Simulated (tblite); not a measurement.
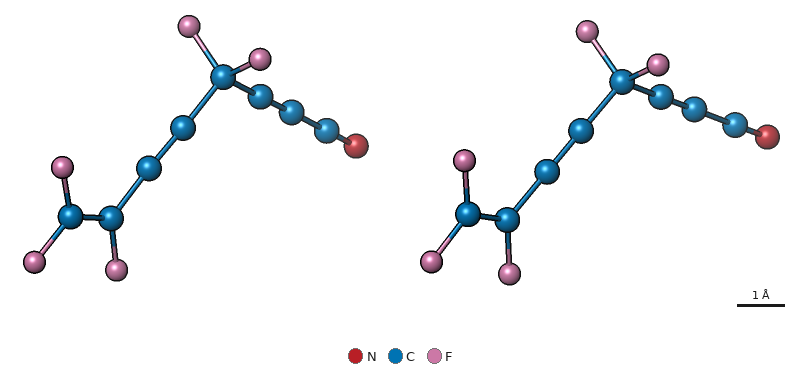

Two geometries of C₈NF₅, drawn at one scale. One is the start of a relaxation, the other its converged end. Style: ball-and-stick. Shown from a free direction.

Computed with GFN2-xTB geometry optimisation, gas phase (tblite). 

### Which one is relaxed?

The left one is the relaxed one. The atom that moves furthest after the best rigid fit is the N atom (0.35 Å). Largest moves by element: N 0.35 Å, C 0.27 Å, F 0.22 Å. Among the contacts that change: C–C 1.528 → 1.366 Å, C–F 1.359 → 1.319 Å, C–N 1.173 → 1.147 Å, C–C 1.425 → 1.409 Å. Bond angles that change, for instance: F–C–F 119.6° → 111.5°, C–C–C 115.3° → 109.1°, C–C–F 119.7° → 125.3°. The energy falls by 15.9 kcal/mol in 65 geometry steps.
